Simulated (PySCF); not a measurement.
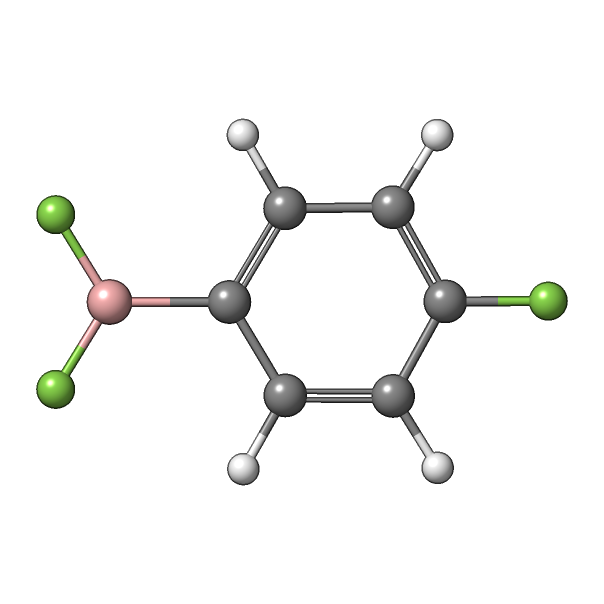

Ball-and-stick drawing of a structure. Multiple sticks mark multiple bonds (one Kekulé form). Colours: fluorine green, boron pink, carbon grey, hydrogen white.

The geometry was computed by an optimisation with PBE0-D3(BJ)/def2-SVP. No frequency run is at hand to confirm it as a minimum.

Which formula does it have?

Answer. C₆H₄BF₃, 14 atoms: 6 carbon, 4 hydrogen, 1 boron and 3 fluorine.

What is its SMILES?

Answer. FB(F)c1ccc(F)cc1

Count the bonded pairs by element.

Answer. 6 C–C, 4 C–H, 2 B–F, 1 C–B, 1 C–F.

How many atoms are distinct by symmetry?

Answer. 9: 2 F, 1 B, 1 C, 2 C, 2 C, 1 C, 1 F, 2 H, 2 H.

More results for the same structure follow; atom numbers are the same in all pictures, views and colours differ.

**Shape**

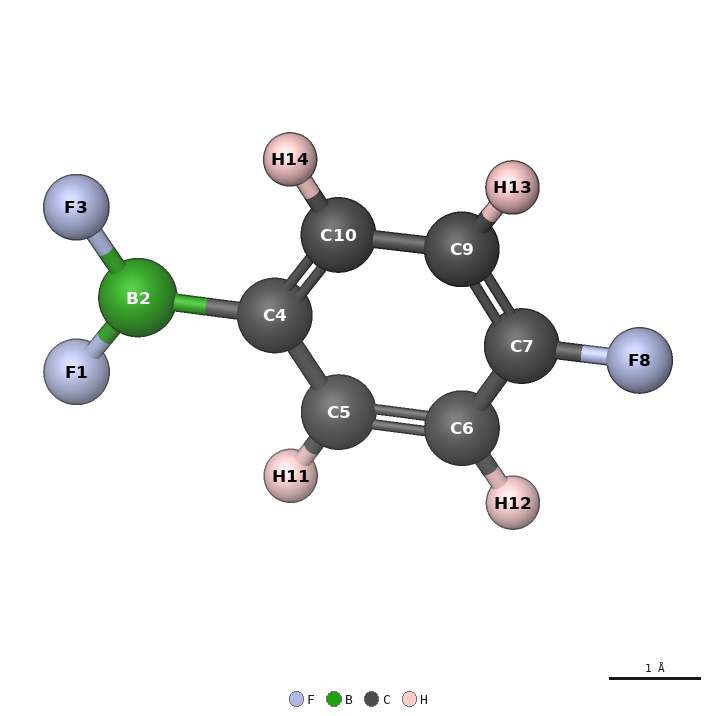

Numbered structure. No frequency run is at hand to confirm it as a minimum.

Give these bond angles: F1–B2–F3, F1–B2–C4, B2–C4–C5, C5–C4–C10, C6–C7–C9, C6–C7–F8, C5–C6–C7, C7–C6–H12, C5–C6–H12, C4–C5–C6, C4–C5–H11, C6–C5–H11.

```tsv
angle	degrees
F1–B2–F3	116.8
F1–B2–C4	121.6
B2–C4–C5	120.9
C5–C4–C10	118.4
C6–C7–C9	122.0
C6–C7–F8	119.0
C5–C6–C7	118.6
C7–C6–H12	119.3
C5–C6–H12	122.1
C4–C5–C6	121.2
C4–C5–H11	119.5
C6–C5–H11	119.3
```

**Polarisability**

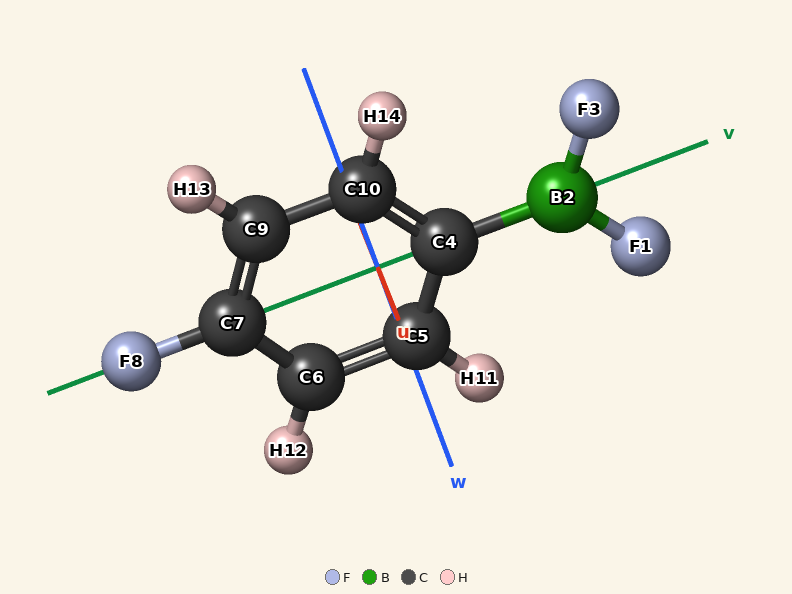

The lines u, v and w are the principal axes of the static dipole polarisability. No frequency run is at hand to confirm it as a minimum. Computed with ωB97X-D/def2-SVPD in water (IEF-PCM) (PySCF 2.14.0).

Along which axis is the molecule most polarisable, and along which least?

Answer. Most along v (in the molecular plane, nearly parallel to the C7–F8 bond), least along u (normal to the molecular plane).

Give the three principal values.

Answer. u 68.2, v 141.1, w 124.0 bohr³; mean 111.1, anisotropy 66.1 bohr³.

**Levels of theory compared**

No frequency run is at hand to confirm it as a minimum. Program: PySCF 2.14.0.

At this fixed geometry, give HOMO–LUMO gap (eV) at these levels: PBE0/pcSseg-1 in acetone (IEF-PCM); PBE0/pcSseg-1 in water (IEF-PCM); ωB97X-D/def2-SVPD; ωB97X-D/def2-SVPD in acetone (IEF-PCM); ωB97X-D/def2-SVPD in water (IEF-PCM).

```tsv
level	HOMO–LUMO gap (eV)
PBE0/pcSseg-1 in acetone (IEF-PCM)	6.23
PBE0/pcSseg-1 in water (IEF-PCM)	6.23
ωB97X-D/def2-SVPD	9.70
ωB97X-D/def2-SVPD in acetone (IEF-PCM)	9.70
ωB97X-D/def2-SVPD in water (IEF-PCM)	9.70
```

**NMR shielding**

The questions are on isotropic NMR shieldings of the H atoms. No frequency run is at hand to confirm it as a minimum. Properties computed with GIAO PBE0/pcSseg-1 NMR shielding, non-relativistic, IEF-PCM water (PySCF 2.14.0).

List the isotropic NMR shieldings of the H atoms.

```json
{"atom": "H11", "σ (ppm)": "22.93"}
{"atom": "H12", "σ (ppm)": "23.72"}
{"atom": "H13", "σ (ppm)": "23.72"}
{"atom": "H14", "σ (ppm)": "22.93"}
```
